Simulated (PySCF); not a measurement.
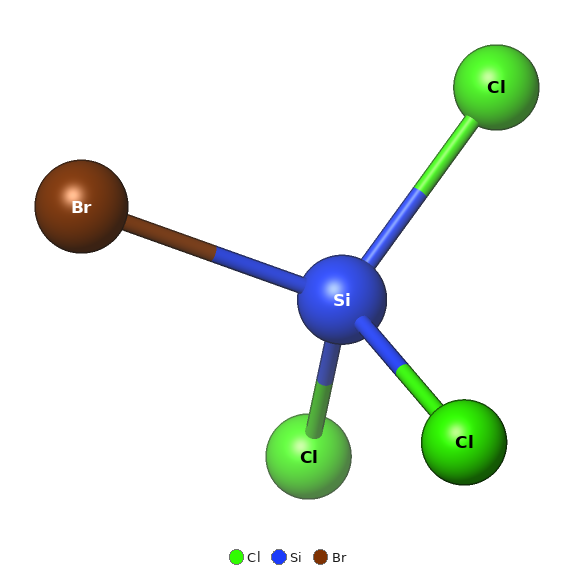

Distant atoms are faded towards the background colour. The computed structure is the end point of a PBE0-D3(BJ)/def2-TZVP optimisation. No frequency run is at hand to confirm it as a minimum.

Which symmetry elements does this geometry have?

It has 1 C3 axis and 3 mirror planes, so the point group is C3v. The group has 6 operations. The geometry is achiral, and symmetry allows a dipole moment.
